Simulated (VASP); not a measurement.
**A VASP study of SrCuSe2 (RPBE + D3(BJ)): structure first, properties next**

What structure does SrCuSe2 take at this level, and what are its properties? The steps: first try, rough relaxation of the start cell, full relaxation (RPBE + D3(BJ)), density, ELF and potential (RPBE + D3(BJ)), band structure (RPBE + D3(BJ)), density of states (RPBE + D3(BJ)) and zone-centre phonons (RPBE + D3(BJ)). The cell is invented: it takes the structure of a Materials Project entry for BaCuS2 (space group 119 there), with some of its atoms replaced by other elements, volume scaled by an estimate. It may not be a known or stable phase.

Program: VASP 6.6.1. Level of theory: RPBE with D3(BJ), no spin polarisation; plane waves and PAW (Sr_sv, Se, Cu); invented cell. Results are calculated unless marked as measured.

**1. The starting structure**

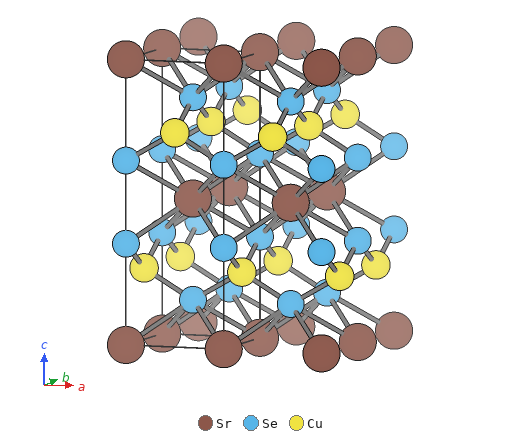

The cell as given, slightly off an axis (strontium brown, selenium blue, copper yellow). 2×2×1 cells are drawn. This picture shows the conventional cell, with its axes. Some periodic images of atoms are drawn too.

Coordinates:

```xyz
4
Lattice="-1.9906 1.9906 5.4881 1.9906 -1.9906 5.4881 1.9906 1.9906 -5.4881" Properties=species:S:1:pos:R:3 pbc="T T T"
Sr    0.0000    0.0000    0.0000
Se    0.0000    0.0000    7.0853
Se    0.0000    0.0000    3.8909
Cu    0.0000    1.9906    2.7440
```

**2. First try**

This run is made with a changed input; what comes of it follows.

Contents of INCAR:

```
SYSTEM = SrCuSe2
PREC = Accurate
ENCUT = 400
EDIFF = 1E-06
NELM = 56
ISMEAR = 0
SIGMA = 0.05
LREAL = .FALSE.
ALGO = Normal
GGA = RP
IVDW = 12
NBANDS = 22
LORBIT = 11
LWAVE = .FALSE.
LCHARG = .FALSE.
KPAR = 2
IBRION = 1
NSW = 30
ISIF = 3
EDIFFG = -0.01
POTIM = 2
```

Contents of POSCAR:

```
SrCuSe2
1.0
   -1.9905550000      1.9905550000      5.4880760000
    1.9905550000     -1.9905550000      5.4880760000
    1.9905550000      1.9905550000     -5.4880760000
Sr Se Cu
1 2 1
Direct
    0.0000000000      0.0000000000      0.0000000000
    0.6455160000      0.6455160000      0.0000000000
    0.3544840000      0.3544840000      0.0000000000
    0.7500000000      0.2500000000      0.5000000000
```

Contents of KPOINTS:

```
Automatic mesh
0
Gamma
9 9 9
0 0 0
```

Potentials, in the order of the species: Sr_sv, Se and Cu (PBE family, release 64).

On the command line:

```
mpirun -np 2 vasp_std
```

The log of the run:

```text
[banner, memory and clock lines left out]
running    2 mpi-ranks, on    1 nodes
[...]
|                                                                             |
|               ----> ADVICE to this user running VASP <----                  |
|                                                                             |
|     You enforced a specific xc type in the INCAR file but a different       |
|     [... a line on the potential file left out ...]
|     I HOPE YOU KNOW WHAT YOU ARE DOING!                                     |
|                                                                             |

 LDA part: xc-table for (Slater+PW92), standard interpolation
 POSCAR, INCAR and KPOINTS ok, starting setup
[...]
entering main loop
       N       E                     dE             d eps       ncg     rms          rms(c)
DAV:   1     0.229059451434E+03    0.22906E+03   -0.12441E+04  3300   0.128E+03
DAV:   2     0.426776263371E+01   -0.22479E+03   -0.21303E+03  3468   0.319E+02
DAV:   3    -0.154437453853E+02   -0.19712E+02   -0.18773E+02  4366   0.944E+01
DAV:   4    -0.164107053756E+02   -0.96696E+00   -0.96126E+00  5346   0.187E+01
[...]
DAV:  18    -0.144156171754E+02    0.86329E-06   -0.39412E-05  5254   0.488E-02    0.123E-02
DAV:  19    -0.144156161065E+02    0.10689E-05   -0.63539E-07  2862   0.283E-02    0.874E-03
DAV:  20    -0.144156157053E+02    0.40121E-06   -0.60684E-06  5012   0.657E-02
   1 F= -.22441972E+02 E0= -.22440250E+02  d E =-.224420E+02
[... from here on, the cycles between the ionic steps are left out ...]
   2 F= 0.65415723E+01 E0= 0.65422814E+01  d E =0.289835E+02
   3 F= -.22487321E+02 E0= -.22485691E+02  d E =-.290289E+02
[...]
hard stop encountered!  aborting job ...
[...]
|     The electronic self-consistency was not achieved in the given           |
[...]
soft stop encountered!  aborting job ...
   4 F= -.22825385E+02 E0= -.22824114E+02  d E =-.254124E-02
 deleting file STOPCAR
```

Wall time 4.1 min (2 MPI ranks of AMD EPYC 9R45, shared host); peak memory 0.66 GiB.

The logs omit lines about the potential files and the build; timing stands in the text.

The run was stopped at its time limit, by a STOPCAR file.

By then 3 ionic steps had been finished.

The fault in the input: ionic step far too long (POTIM = 2.0 and IBRION = 1). Lower POTIM, or use IBRION = 2.

**3. Rough relaxation of the start cell**

The start is only an estimate, so a cheap relaxation brings it near a minimum before any careful run.

Contents of INCAR:

```
SYSTEM = SrCuSe2
PREC = Normal
ENCUT = 400
EDIFF = 1E-05
NELM = 60
ISMEAR = 0
SIGMA = 0.05
LREAL = .FALSE.
ALGO = Fast
GGA = RP
IVDW = 12
NBANDS = 22
LORBIT = 11
LWAVE = .FALSE.
LCHARG = .FALSE.
KPAR = 2
IBRION = 2
NSW = 40
ISIF = 3
EDIFFG = -0.04
```

POSCAR is that of step 2.

Contents of KPOINTS:

```
Automatic mesh
0
Gamma
6 6 6
0 0 0
```

On the command line:

```
mpirun -np 2 vasp_std
```

The log of the run:

```text
[banner, memory and clock lines left out]
running    2 mpi-ranks, on    1 nodes
 distrk:  each k-point on    1 cores,    2 groups
 distr:  one band on    1 cores,    1 groups

 POSCAR found type information on POSCAR SrSeCu
 POSCAR found :  3 types and       4 ions
 [... a notice as in an earlier step ...]

 LDA part: xc-table for (Slater+PW92), standard interpolation
 POSCAR, INCAR and KPOINTS ok, starting setup
 FFT: planning ... GRIDC
 FFT: planning ... GRID_SOFT
 FFT: planning ... GRID
 WAVECAR not read
 entering main loop
       N       E                     dE             d eps       ncg     rms          rms(c)
DAV:   1     0.230085550535E+03    0.23009E+03   -0.12508E+04  1320   0.129E+03
DAV:   2     0.423791406810E+01   -0.22585E+03   -0.21430E+03  1392   0.317E+02
DAV:   3    -0.155227098755E+02   -0.19761E+02   -0.18865E+02  1796   0.947E+01
DAV:   4    -0.164188596982E+02   -0.89615E+00   -0.89136E+00  2140   0.183E+01
DAV:   5    -0.164494300149E+02   -0.30570E-01   -0.30548E-01  1856   0.288E+00    0.217E+01
RMM:   6    -0.178955194560E+02   -0.14461E+01   -0.46419E+01  1422   0.801E+01    0.142E+01
RMM:   7    -0.142949495899E+02    0.36006E+01   -0.17292E+01  1462   0.560E+01    0.672E+00
RMM:   8    -0.145314821198E+02   -0.23653E+00   -0.21298E+00  1391   0.197E+01    0.382E+00
RMM:   9    -0.144357283280E+02    0.95754E-01   -0.11255E+00  1488   0.142E+01    0.141E+00
RMM:  10    -0.144195092903E+02    0.16219E-01   -0.23591E-01  1721   0.331E+00    0.776E-01
RMM:  11    -0.144227644432E+02   -0.32552E-02   -0.45249E-02  1889   0.833E-01    0.862E-01
RMM:  12    -0.144204277921E+02    0.23367E-02   -0.65964E-03  1935   0.390E-01    0.808E-01
RMM:  13    -0.144217283651E+02   -0.13006E-02   -0.44233E-03  1781   0.406E-01    0.820E-01
RMM:  14    -0.144358211184E+02   -0.14093E-01   -0.12356E-02  1805   0.923E-01    0.121E+00
RMM:  15    -0.144341452968E+02    0.16758E-02   -0.16268E-03  1926   0.229E-01    0.118E+00
RMM:  16    -0.144363376031E+02   -0.21923E-02   -0.10097E-03  1804   0.168E-01    0.123E+00
RMM:  17    -0.144176559436E+02    0.18682E-01   -0.18144E-02  2073   0.110E+00    0.699E-01
RMM:  18    -0.144112900524E+02    0.63659E-02   -0.69143E-02  2202   0.197E+00    0.354E-01
RMM:  19    -0.144103359461E+02    0.95411E-03   -0.27802E-03  1773   0.369E-01    0.263E-01
RMM:  20    -0.144110565552E+02   -0.72061E-03   -0.85502E-04  1616   0.216E-01    0.328E-01
RMM:  21    -0.144097276084E+02    0.13289E-02   -0.22094E-03  1749   0.378E-01    0.131E-01
RMM:  22    -0.144095968435E+02    0.13076E-03   -0.64785E-04  1612   0.162E-01    0.657E-02
RMM:  23    -0.144096742973E+02   -0.77454E-04   -0.17000E-04  1224   0.148E-01    0.949E-02
RMM:  24    -0.144097867163E+02   -0.11242E-03   -0.21491E-04  1347   0.821E-02    0.121E-01
RMM:  25    -0.144096634928E+02    0.12322E-03   -0.57488E-05  1140   0.835E-02    0.859E-02
RMM:  26    -0.144095855317E+02    0.77961E-04   -0.17736E-04  1472   0.764E-02    0.455E-02
RMM:  27    -0.144095747595E+02    0.10772E-04   -0.45232E-05  1128   0.440E-02    0.291E-02
RMM:  28    -0.144095756177E+02   -0.85812E-06   -0.93878E-06   842   0.334E-02
   1 F= -.22435932E+02 E0= -.22433730E+02  d E =-.224359E+02
 curvature:   0.00 expect dE= 0.000E+00 dE for cont linesearch  0.000E+00
 trial: gam= 0.00000 g(F)=  0.196E+00 g(S)=  0.118E+01 ort = 0.000E+00 (trialstep = 0.100E+01)
 search vector abs. value=  0.138E+01
 bond charge predicted
       N       E                     dE             d eps       ncg     rms          rms(c)
DAV:   1    -0.334503179226E+02   -0.19041E+02   -0.27157E+02  1634   0.317E+02    0.613E+01
RMM:   2    -0.410788203617E+02   -0.76285E+01   -0.40717E+02  1629   0.321E+02    0.302E+01
RMM:   3    -0.569422161002E+01    0.35385E+02   -0.17853E+02  1411   0.129E+02    0.136E+01
RMM:   4    -0.109515243292E+02   -0.52573E+01   -0.94197E+01  1545   0.982E+01    0.137E+01
RMM:   5    -0.159282306131E+02   -0.49767E+01   -0.23440E+01  1510   0.630E+01    0.135E+01
RMM:   6    -0.157313193548E+02    0.19691E+00   -0.30559E+00  1512   0.146E+01    0.118E+01
RMM:   7    -0.133676322672E+02    0.23637E+01   -0.17472E+00  1570   0.141E+01    0.872E+00
RMM:   8    -0.114246271967E+02    0.19430E+01   -0.51658E+00  1735   0.235E+01    0.299E+00
RMM:   9    -0.113374227591E+02    0.87204E-01   -0.91606E-01  1724   0.719E+00    0.160E+00
RMM:  10    -0.113552610772E+02   -0.17838E-01   -0.46369E-01  1860   0.397E+00    0.761E-01
RMM:  11    -0.115106458947E+02   -0.15538E+00   -0.62334E-01  1926   0.730E+00    0.292E+00
RMM:  12    -0.114384382173E+02    0.72208E-01   -0.82268E-02  1744   0.301E+00    0.202E+00
RMM:  13    -0.114384245974E+02    0.13620E-04   -0.46069E-02  1906   0.114E+00    0.196E+00
RMM:  14    -0.114336689447E+02    0.47557E-02   -0.74267E-03  1989   0.825E-01    0.188E+00
RMM:  15    -0.114492644206E+02   -0.15595E-01   -0.55082E-03  1818   0.106E+00    0.204E+00
RMM:  16    -0.113904929093E+02    0.58772E-01   -0.10900E-01  2047   0.360E+00    0.115E+00
RMM:  17    -0.113774320384E+02    0.13061E-01   -0.67161E-02  1994   0.271E+00    0.419E-01
RMM:  18    -0.113754631605E+02    0.19689E-02    0.17483E-02  1996   0.580E-01    0.317E-01
RMM:  19    -0.113759305383E+02   -0.46738E-03   -0.50530E-03  1897   0.339E-01    0.288E-01
RMM:  20    -0.113751511158E+02    0.77942E-03    0.66692E-03  1816   0.351E-01    0.147E-01
RMM:  21    -0.113753409407E+02   -0.18982E-03   -0.23106E-03  1840   0.262E-01    0.510E-02
RMM:  22    -0.113749388573E+02    0.40208E-03    0.40853E-03  1672   0.272E-01    0.751E-02
RMM:  23    -0.113750281840E+02   -0.89327E-04   -0.14014E-03  1648   0.232E-01    0.409E-02
RMM:  24    -0.113746877454E+02    0.34044E-03    0.31559E-03  1511   0.187E-01    0.157E-02
RMM:  25    -0.113747014225E+02   -0.13677E-04   -0.40948E-04  1428   0.176E-01    0.961E-03
RMM:  26    -0.113744225159E+02    0.27891E-03    0.25445E-03  1275   0.158E-01    0.868E-03
RMM:  27    -0.113743863884E+02    0.36127E-04    0.10237E-04  1151   0.150E-01    0.969E-03
RMM:  28    -0.113740942058E+02    0.29218E-03    0.26540E-03  1120   0.149E-01    0.984E-03
RMM:  29    -0.113740434907E+02    0.50715E-04    0.23787E-04  1047   0.138E-01    0.126E-02
RMM:  30    -0.113738362581E+02    0.20723E-03    0.18099E-03  1101   0.144E-01    0.199E-02
[...]
RMM:  49    -0.113728782153E+02    0.44665E-04    0.11676E-04   750   0.968E-02    0.173E-02
RMM:  50    -0.113729182318E+02   -0.40017E-04   -0.72939E-04   512   0.952E-02    0.173E-02
RMM:  51    -0.113728806410E+02    0.37591E-04    0.45156E-05   457   0.943E-02    0.178E-02
RMM:  52    -0.113729245289E+02   -0.43888E-04   -0.76586E-04   673   0.972E-02    0.190E-02
RMM:  53    -0.113728963216E+02    0.28207E-04   -0.53767E-05   465   0.942E-02    0.192E-02
RMM:  54    -0.113729370881E+02   -0.40766E-04   -0.74461E-04   444   0.942E-02    0.191E-02
RMM:  55    -0.113729173318E+02    0.19756E-04   -0.14222E-04   596   0.953E-02    0.191E-02
RMM:  56    -0.113729555188E+02   -0.38187E-04   -0.72264E-04   451   0.930E-02    0.188E-02
RMM:  57    -0.113729425898E+02    0.12929E-04   -0.21313E-04   503   0.942E-02    0.190E-02
RMM:  58    -0.113729779004E+02   -0.35311E-04   -0.69580E-04   434   0.933E-02    0.189E-02
RMM:  59    -0.113729699895E+02    0.79108E-05   -0.26461E-04   424   0.933E-02    0.192E-02
RMM:  60    -0.113730042487E+02   -0.34259E-04   -0.68872E-04   577   0.954E-02
 [... a notice as in an earlier step ...]

   2 F= -.21955842E+02 E0= -.21954714E+02  d E =0.480089E+00
[... from here on, the cycles between the ionic steps are left out ...]
   3 F= -.23000783E+02 E0= -.22999656E+02  d E =-.564851E+00
   4 F= -.23022864E+02 E0= -.23021873E+02  d E =-.586932E+00
   5 F= -.23024385E+02 E0= -.23023440E+02  d E =-.588453E+00
   6 F= -.23147649E+02 E0= -.23146152E+02  d E =-.123265E+00
   7 F= -.23148380E+02 E0= -.23146951E+02  d E =-.123996E+00
   8 F= -.23152236E+02 E0= -.23150823E+02  d E =-.385608E-02
   9 F= -.23156097E+02 E0= -.23154687E+02  d E =-.771633E-02
  10 F= -.23155914E+02 E0= -.23154500E+02  d E =-.753400E-02
  11 F= -.23156033E+02 E0= -.23154619E+02  d E =-.765249E-02
  12 F= -.23156054E+02 E0= -.23154640E+02  d E =-.767334E-02
  13 F= -.23156669E+02 E0= -.23155317E+02  d E =-.615540E-03
  14 F= -.23157511E+02 E0= -.23156316E+02  d E =-.145728E-02
 curvature:  -1.79 expect dE=-0.123E-02 dE for cont linesearch -0.136E-04
 trial: gam= 0.87557 g(F)=  0.928E-04 g(S)=  0.594E-03 ort = 0.797E-04 (trialstep = 0.783E+00)
 search vector abs. value=  0.147E-02
 bond charge predicted
       N       E                     dE             d eps       ncg     rms          rms(c)
DAV:   1    -0.133110770106E+02   -0.44491E-01   -0.11108E-01  1644   0.536E+00    0.562E-01
RMM:   2    -0.133094330278E+02    0.16440E-02   -0.30573E-02  1446   0.233E+00    0.342E-01
RMM:   3    -0.133072750961E+02    0.21579E-02   -0.96484E-03  1402   0.139E+00    0.179E-01
RMM:   4    -0.133069040793E+02    0.37102E-03   -0.22984E-03  1539   0.440E-01    0.837E-02
RMM:   5    -0.133069562048E+02   -0.52126E-04   -0.63055E-04  1560   0.162E-01    0.795E-02
RMM:   6    -0.133069578626E+02   -0.16578E-05   -0.62100E-05  1216   0.633E-02
  15 F= -.23157552E+02 E0= -.23156395E+02  d E =-.414593E-04
 trial-energy change:   -0.000041  1 .order   -0.000316   -0.000593   -0.000040
 step:   0.8394(harm=  0.8394)  dis= 0.00063  next Energy=   -23.157829 (dE=-0.318E-03)
 reached required accuracy - stopping structural energy minimisation
```

Elapsed: 2.8 min, on 2 MPI ranks; peak memory 0.42 GiB.

From OUTCAR (step 3):

```text
ion  position               nearest neighbor table
   1  0.000  0.000  0.000-   3 3.24   2 3.24   2 3.24   2 3.24   2 3.24   3 3.24   3 3.24   3 3.24
                             4 3.39   4 3.39   4 3.39   4 3.39   3 3.89   2 3.89
   2  0.646  0.646  0.000-   4 2.30   4 2.30   1 3.24   1 3.24   1 3.24   1 3.24   1 3.89
   3  0.354  0.354  0.000-   4 2.30   4 2.30   1 3.24   1 3.24   1 3.24   1 3.24   1 3.89
   4  0.750  0.250  0.500-   3 2.30   2 2.30   3 2.30   2 2.30   1 3.39   1 3.39   1 3.39   1 3.39

  LATTYP: Found a body centered tetragonal cell.
 ALAT       =     3.9811100000
 C/A-ratio  =     2.7570582074

 Subroutine GETGRP returns: Found  8 space group operations
 (whereof  8 operations were pure point group operations)

The static configuration has the point symmetry D_2d.

 Found     30 irreducible k-points:

   k-points           NKPTS =     30   k-points in BZ     NKDIM =     30   number of bands    NBANDS=     22

   dimension x,y,z NGX =    30 NGY =   30 NGZ =   30
   dimension x,y,z NGXF=    60 NGYF=   60 NGZF=   60

   ENCUT  =  400.0 eV  29.40 Ry    5.42 a.u.  10.06 10.06 10.06*2*pi/ulx,y,z

   NELECT =      33.0000    total number of electrons

 k-points in reciprocal lattice and weights: Automatic mesh
   0.00000000  0.00000000  0.00000000       0.005
   0.16666667  0.00000000 -0.00000000       0.037
   0.33333333 -0.00000000  0.00000000       0.037
   0.50000000  0.00000000  0.00000000       0.019
   0.16666667  0.16666667  0.00000000       0.037
   0.33333333  0.16666667  0.00000000       0.074
   0.50000000  0.16666667  0.00000000       0.074
  -0.33333333  0.16666667 -0.00000000       0.074
  -0.16666667  0.16666667  0.00000000       0.019
[...]
-0.33333333 -0.33333333  0.33333333       0.009
   0.50000000  0.50000000  0.50000000       0.005

 Edisp (eV)   -9.89092

 average (electrostatic) potential at core
       1 -34.7854       2 -52.6011       3 -52.6011       4 -66.1204

 E-fermi :   5.9093

 k-point     1 :       0.0000    0.0000    0.0000
  band No.  band energies     occupation
    ...
     12       2.6944      2.00000
     13       3.3936      2.00000
     14       3.3936      2.00000
     15       5.4479      2.00000
     16       5.4480      2.00000
     17       6.6895      0.00000
     18       7.7254      0.00000
     19       9.1721      0.00000
     20      10.7559      0.00000
     21      11.1454      0.00000
    ...

 k-point     2 :       0.1667    0.0000   -0.0000
  band No.  band energies     occupation
    ...
     12       2.5756      2.00000
     13       2.9843      2.00000
     14       3.7408      2.00000
     15       4.4944      2.00000
     16       5.1934      2.00000
     17       7.2704      0.00000
     18       7.6949      0.00000
     19      10.2102      0.00000
     20      10.8697      0.00000
     21      11.5640      0.00000
    ...

 k-point     3 :       0.3333   -0.0000    0.0000
  band No.  band energies     occupation
    ...
     12       2.3651      2.00000
     13       2.7145      2.00000
     14       3.9996      2.00000
     15       4.1187      2.00000
     16       5.0970      2.00000
     17       6.4278      0.00000
     18       8.8393      0.00000
     19       9.7369      0.00000
     20      10.8145      0.00000
     21      10.8628      0.00000
    ...

 Edisp (eV)   -9.85059

  Total      -0.06046    -0.06046     0.02005     0.00000     0.00000     0.00000
  in kB      -1.29561    -1.29561     0.42962     0.00000     0.00000     0.00000
  external pressure =       -0.72 kB  Pullay stress =        0.00 kB

  energy-cutoff  :      400.00
  volume of cell :       74.77
      direct lattice vectors                 reciprocal lattice vectors
    -1.904133592  1.904133592  5.155513496     0.000000000  0.262586618  0.096983550
     1.904133592 -1.904133592  5.155513496     0.262586618  0.000000000  0.096983550
     1.904133592  1.904133592 -5.155513496     0.262586618  0.262586618  0.000000000

 POSITION                                       TOTAL-FORCE (eV/Angst)
 -----------------------------------------------------------------------------------
      0.00000      0.00000     -0.00000        -0.000000     -0.000000     -0.000000
      0.00000      0.00000      6.52145         0.000000      0.000000      0.021422
      0.00000      0.00000      3.78957         0.000000      0.000000     -0.021422
      0.00000      1.90413      2.57776        -0.000000     -0.000000     -0.000000
 -----------------------------------------------------------------------------------
    total drift:                               -0.000004      0.000004      0.000000

  FREE ENERGIE OF THE ION-ELECTRON SYSTEM (eV)
  ---------------------------------------------------
  free  energy   TOTEN  =       -23.1575522831 eV

  energy  without entropy=      -23.1552375827  energy(sigma->0) =      -23.15639493

 reached required accuracy - stopping structural energy minimisation

 total charge
# of ion       s       p       d       tot
------------------------------------------
    1        2.016   5.830   0.318   8.164
    2        1.457   2.464   0.067   3.987
    3        1.457   2.464   0.067   3.987
    4        0.470   0.545   9.217  10.232
--------------------------------------------------
tot          5.399  11.303   9.668  26.370

[... 3 further parts left out ...]
```

CONTCAR:

```
SrCuSe2
   1.00000000000000
    -1.9041335916576629    1.9041335916576629    5.1555134961220288
     1.9041335916576629   -1.9041335916576629    5.1555134961220288
     1.9041335916576629    1.9041335916576629   -5.1555134961220288
  Sr              Se              Cu
     1     2     1
Direct
     0.0000000000000000    0.0000000000000000    0.0000000000000000
     0.6324738488937378    0.6324738488937378    0.0000000000000000
     0.3675261511062622    0.3675261511062622    0.0000000000000000
     0.7500000000000000    0.2500000000000000    0.5000000000000000
```

This run has no spin polarisation, although Cu can carry a moment. Its electron count is odd, so without a moment it is a metal by construction. The k-mesh is coarse for a metal. LASPH is off, so gradient terms of the non-spherical density inside the spheres are left out; for open d or f shells this can shift gaps and moments. This relaxation is a rough one on cheap settings, only to bring the start near its minimum. The PAW data sets were made with PBE, which is usual practice but a small mismatch for other functionals. After so large a change of volume the plane waves of the start cell no longer fit, so the final stress carries a basis-set error. The run keeps the 8 symmetry operations of its start, so it cannot find a distortion of lower symmetry.

(Part 1 of 4 ends here.)

[Lines on the potential files, build, host, timing and source positions are cut from VASP's logs without a mark.]

[Logs are printed without paths, hosts, clocks, repeated set-up lines and the standing remarks that a program may print on its own settings, such as how far it seeks lower states.]

[Hosts, paths, dates, database ids (printed as entryN), source tags and the programs' standing remarks are cut or masked in the printed files.]

[A measured line is paired with the nearest computed mode of its activity, which favours agreement.]
